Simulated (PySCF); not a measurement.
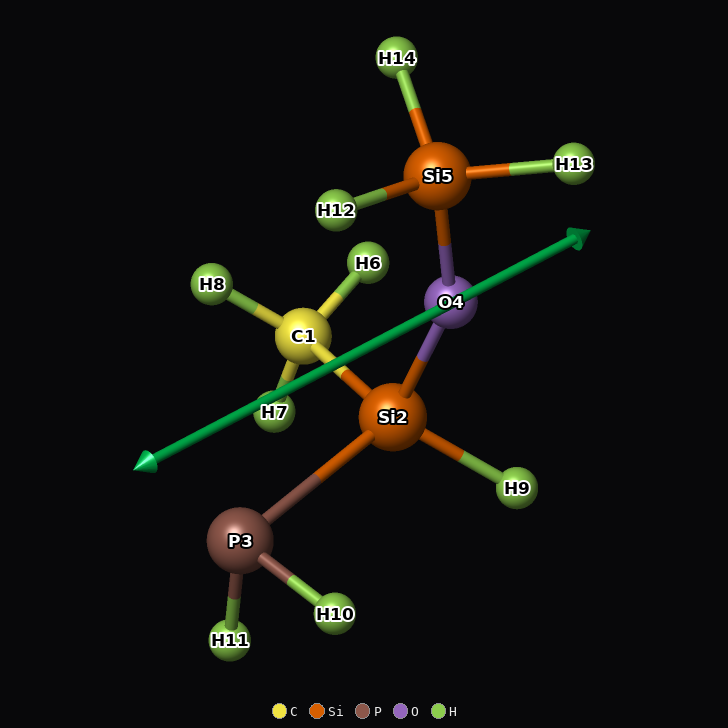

The double arrow shows the direction of the transition dipole to excited singlet state 5 (its length means nothing). Computed geometry: GFN2-xTB optimisation. No frequency run is at hand to confirm it as a minimum. Properties computed with TDDFT PBE0/def2-SVPD, vertical, gas phase, core orbitals frozen in the response (PySCF 2.14.0).

How is the transition polarised?

Answer. Nearly parallel to the Si2–P3 bond.

Give its energy, strength and character.

Answer. 7.20 eV (172 nm), oscillator strength 0.30, of mixed character, with the largest part HOMO → LUMO+2 (weight 0.46); transition dipole 3.33 D.

The geometry is semi-empirical. Around P, Si such bond lengths and angles can be off by a tenth of an ångström or more and by several degrees, and values that hang on the shape move with them.
